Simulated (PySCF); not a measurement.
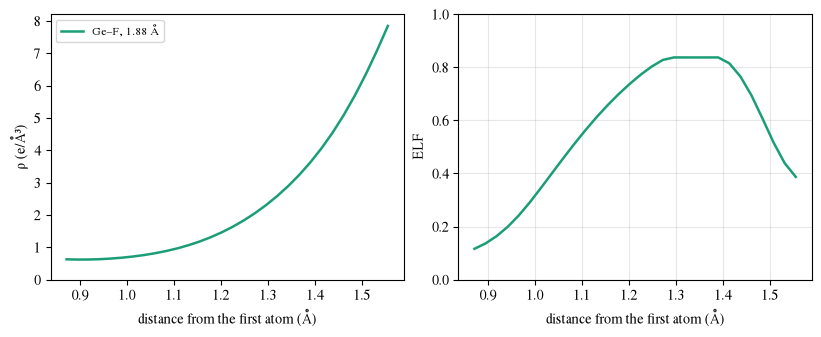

*GeF (charge −1, triplet). Electron density and electron localisation function along straight lines between neighbouring atoms. The curves leave out the atomic cores.*

Method: PBE0/aug-cc-pVDZ(-PP), non-relativistic Hamiltonian with scalar-relativistic core potentials where named, at a bond length of 1.885 Å (PySCF 2.14.0).

```xyz
2

Ge    0.0000    0.0000   -0.3854
F     0.0000    0.0000    1.4996
```

What can be read from the curves?

Answer. Ge–F (1.88 Å): ρ at the midpoint is about 0.63 e/Å³; the ELF peaks at about 0.85 in the valence shell of F, 0.6 Å from its nucleus, and is about 0.20 at the midpoint.
